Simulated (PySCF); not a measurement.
Species, as SMILES: O=[O+][O-].
Geometry (B3LYP-D3(BJ)/def2-TZVP, fixed):
```xyz
3

O     -0.0102     1.0756    -0.2169
O      0.0093     0.0011     0.4285
O      0.0009    -1.0767    -0.2116
```

Basis-set convergence of the isotropic shielding of O1 at PBE0 with PySCF. GIAO, no density fitting; atoms are numbered in the order shown. All functions are spherical. No added dispersion term, no relativity. Reference: the value in pcseg-3, -1601.49 ppm, itself unsure by roughly 3.40 ppm (its distance from pcSseg-2). Deviations are taken from unrounded values. Cost is core time over that of 6-311+G**, rough, on shared machines of one kind; a dash marks a row that isn't timed (too short, read off another run, short of memory, by another algorithm or on other hardware).

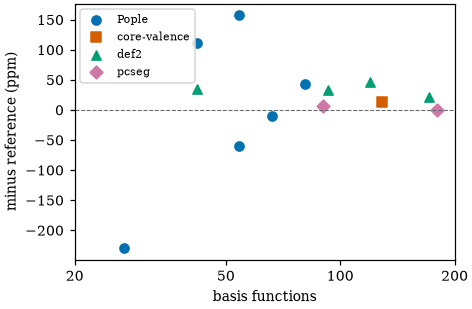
*Deviation from the reference against the number of basis functions, by family of sets.*

```csv
basis,functions,isotropic shielding of O1 (ppm),minus reference (ppm),cost
6-31G,27,-1830.72,-229.22,-
6-31G**,42,-1490.42,111.07,0.5×
def2-SVP,42,-1566.46,35.03,0.5×
6-31+G*,54,-1444.02,157.47,-
6-311G**,54,-1661.81,-60.32,0.7×
6-311+G**,66,-1611.65,-10.15,1×
"6-311++G(2d,2p)",81,-1557.91,43.58,2×
pcseg-2,90,-1595.24,6.25,2×
def2-TZVPP,93,-1568.81,32.68,2×
def2-TZVPPD,120,-1555.42,46.07,4×
cc-pCVTZ,129,-1588.10,13.40,5×
def2-QZVPP,171,-1580.60,20.89,10×
pcseg-3,180,-1601.49,0.00,20×
```
